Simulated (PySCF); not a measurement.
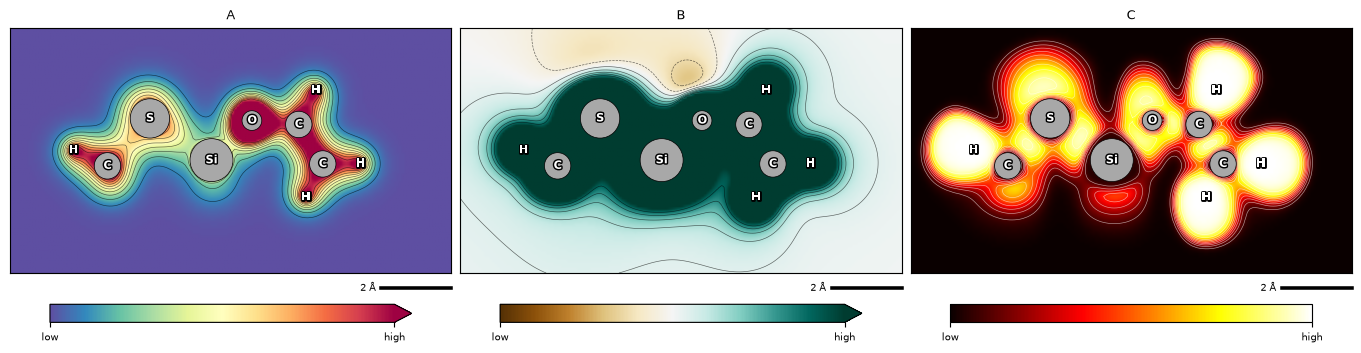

C3H8OSSi (SMILES C=CO[SiH2]SC): 3 fields on the plane of atoms S5, C6 and H12, with unlabelled colour scales. Grey discs cover the atomic cores.

Geometry: GFN2-xTB.

Method: PBE0/def2-SVPD, SCF density, gas phase (PySCF 2.14.0).

The panels show electron density, electron localisation function and electrostatic potential in some order. Assign them.

Answer. Panel A: electron density. Panel B: electrostatic potential (strongly positive close to the atoms, with negative regions outside electron-rich atoms). Panel C: electron localisation function. From the grid: C–C (1.32 Å): the density is about 2.4 e/Å³ at the midpoint; the ELF peaks at about 0.95 between the atoms (a short, multiple covalent bond). C–O (1.34 Å): the density is about 2.4 e/Å³ at the midpoint; the ELF peaks at about 0.90 between the atoms: a shared but strongly polarised pair.
